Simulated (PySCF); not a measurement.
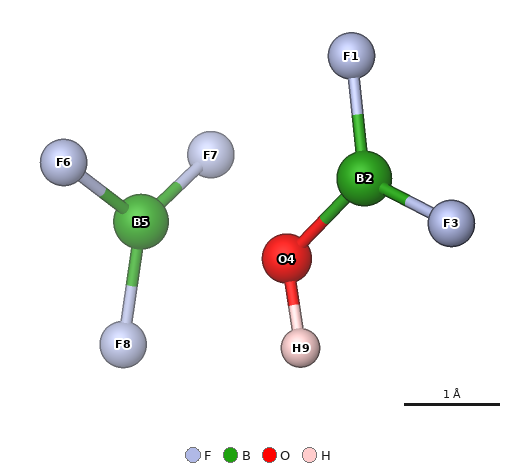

**Figure 1.** The input geometry (ball-and-stick view, seen at a tilt; atoms are numbered from 1 in the order of the input). Sticks are drawn by distance; a stretched bond gets none, so the picture shows separate pieces. Bond lengths as drawn: B–F 1.31 to 1.33 Å, B–O 1.36 Å and H–O 0.96 Å.

## Excited-state calculation of B$_{2}$HOF$_{5}$

System: B$_{2}$HOF$_{5}$.
Method: TDDFT CAM-B3LYP/def2-SVPD, vertical, gas phase, core orbitals frozen in the response (PySCF 2.14.0).

The geometry comes from this level: PBE0-D3(BJ)/def2-SVP.

**Input file**
```
{"job": {"kind": "uv", "xc": "CAM-B3LYP", "basis": "def2-SVPD", "nstates": 6, "ntriplets": 2, "ip": true}, "charge": 0, "multiplicity": 1}
F      1.846550     0.712292     0.806809
B      1.541650    -0.325238     0.071796
F      2.484644    -1.152571    -0.332515
O      0.244420    -0.537140    -0.268063
B     -1.499980     0.570301     0.165196
F     -1.481298     0.388552     1.472823
F     -1.078905     1.716484    -0.336456
F     -2.257309    -0.222186    -0.583723
H      0.074217    -1.313860    -0.813619
```

The first line tells a small driver script what to run in PySCF; the rest is the geometry in Å.

Machine: 1 CPU thread, shared host.

Run as:
```bash
OMP_NUM_THREADS=1 python <driver script> task.json out
```

**Log**
```
coarse grid: 9312 points
cycle   1  E = -624.2529157316  dE =  1.016e+00  |g| = 1.028e+00  |ddm| = 4.290e+00
cycle   2  E = -624.2322823261  dE =  2.063e-02  |g| = 1.169e+00  |ddm| = 2.264e+00
cycle   3  E = -624.4401636493  dE = -2.079e-01  |g| = 4.858e-02  |ddm| = 9.954e-01
cycle   4  E = -624.4405470806  dE = -3.834e-04  |g| = 1.728e-02  |ddm| = 1.051e-01
cycle   5  E = -624.4405840197  dE = -3.694e-05  |g| = 1.137e-02  |ddm| = 2.322e-02
cycle   6  E = -624.4406057526  dE = -2.173e-05  |g| = 7.582e-04  |ddm| = 8.104e-03
cycle   7  E = -624.4406059151  dE = -1.625e-07  |g| = 2.939e-04  |ddm| = 1.854e-03
final grid: 97016 points
cycle   8  E = -624.5181241718  dE = -7.672e-05  |g| = 2.734e-03  |ddm| = 8.264e-02
cycle   9  E = -624.5181246348  dE = -4.630e-07  |g| = 2.380e-03  |ddm| = 5.124e-03
cycle  10  E = -624.5181255031  dE = -8.683e-07  |g| = 4.114e-04  |ddm| = 2.373e-03
cycle  11  E = -624.5181255305  dE = -2.747e-08  |g| = 1.033e-04  |ddm| = 4.997e-04
cycle  12  E = -624.5181255322  dE = -1.679e-09  |g| = 4.256e-05  |ddm| = 1.576e-04
cycle  13  E = -624.5181255325  dE = -2.963e-10  |g| = 6.557e-06  |ddm| = 3.323e-05
```

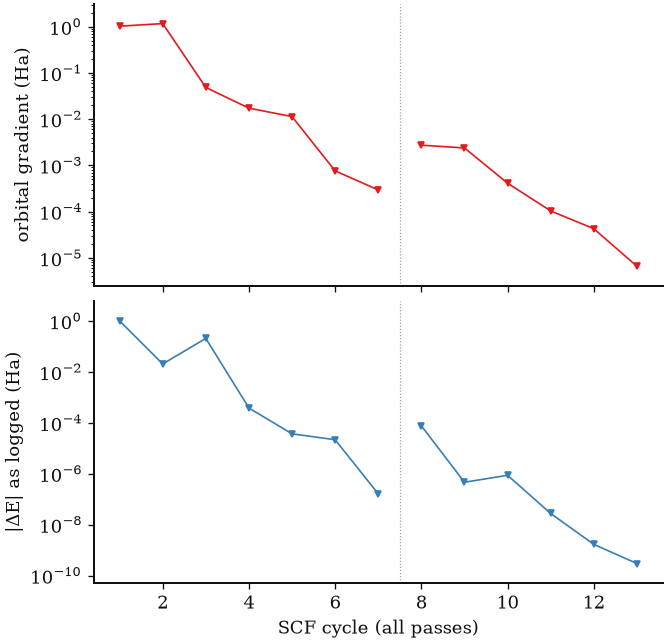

**Figure 2.** Convergence of the self-consistent field: orbital gradient and size of the energy change against the SCF cycle. The dotted line marks the change from a coarse to the final integration grid. The first 7 cycles use a coarse grid, the final grid takes over at cycle 8, and the field converges after 13 cycles in all.

```
converged SCF energy = -624.5181255325

Static polarisability (au): isotropic 35.227, principal 30.881 35.988 38.814

Singlet excitations
state   eV       nm        f      main configurations
  1   9.6980    127.8   0.01367   H-1->L 0.45, H->L 0.41
  2  10.3479    119.8   0.03977   H-2->L 0.91
  3  10.6001    117.0   0.00022   H->L 0.43, H-1->L 0.39
  4  10.9737    113.0   0.00091   H-2->L+3 0.80
  5  11.2591    110.1   0.14271   H-1->L+3 0.29, H->L+3 0.26, H-3->L 0.21
  6  11.2956    109.8   0.02404   H-7->L 0.47, H-5->L 0.31

Triplet excitations (Tamm-Dancoff, eV): 9.3263 9.7809
Vertical ionisation energy (delta-SCF) = 14.4579 eV
```

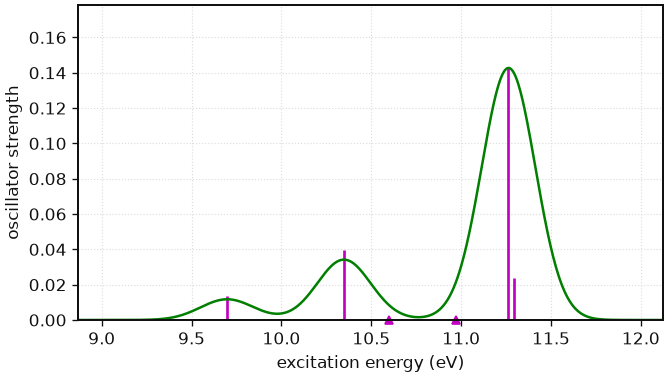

**Figure 3.** Computed excitations as sticks (degenerate states added up, dark ones marked on the axis), with a Gaussian envelope of 0.35 eV full width at half maximum, scaled to the tallest. Of the 6 states the lowest lies at 9.70 eV (f = 0.014); the strongest line is at 11.26 eV, or 110 nm (f = 0.143).

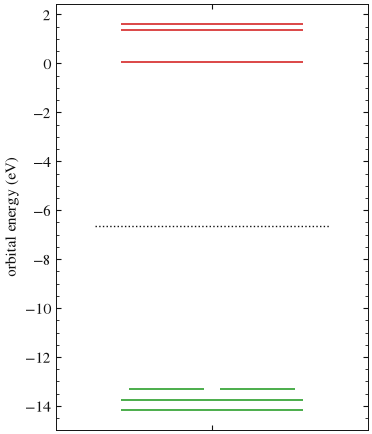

**Figure 4.** Orbital energies near the frontier; the dotted line parts filled from empty levels, and levels within 0.02 eV of each other stand side by side. Highest filled −13.30 eV, lowest empty 0.05 eV, 13.35 eV apart.

**Summary**

| quantity | value |
| --- | --- |
| outcome | converged |
| total energy | −624.518126 hartree |
| HOMO | −13.30 eV |
| LUMO | 0.05 eV |
| dipole moment | 2.64 D |
| mean polarisability | 35.23 a.u. |
| vertical ionisation energy | 14.46 eV |
| lowest singlet excitation | 9.70 eV |
| wall time | 2.1 min |
| peak memory | 0.93 GiB |
